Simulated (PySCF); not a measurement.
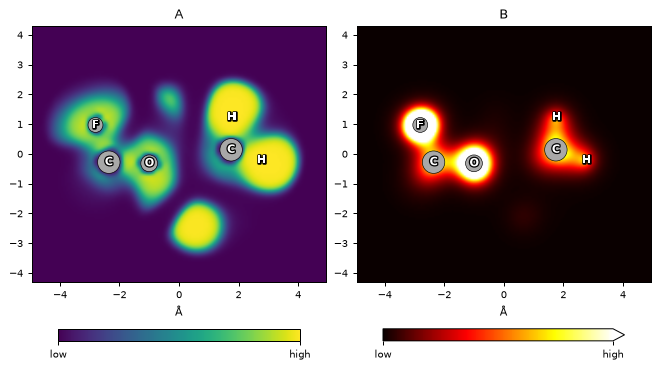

C4H8F3O2 (charge +1): 2 fields on the plane of atoms O5, C6 and F7, with unlabelled colour scales. Grey discs cover the atomic cores.

Geometry: GFN2-xTB, NEB image 0 of 0 to 8.

The calculation used PySCF 2.14.0, PBE0/pcSseg-1, SCF density, gas phase, non-relativistic.

The panels show electron density and electron localisation function in some order. Assign them.

Answer. Panel A: electron localisation function. Panel B: electron density. From the grid: C–F (1.33 Å): ρ at the midpoint is about 2.5 e/Å³; the ELF peaks at about 0.85 between the atoms (a polar covalent bond). C–O (1.36 Å): the density is about 2.4 e/Å³ at the midpoint, with its minimum of 2.1 e/Å³ about 0.5 Å from C; the ELF peaks at about 0.90 between the atoms: a polar covalent bond.
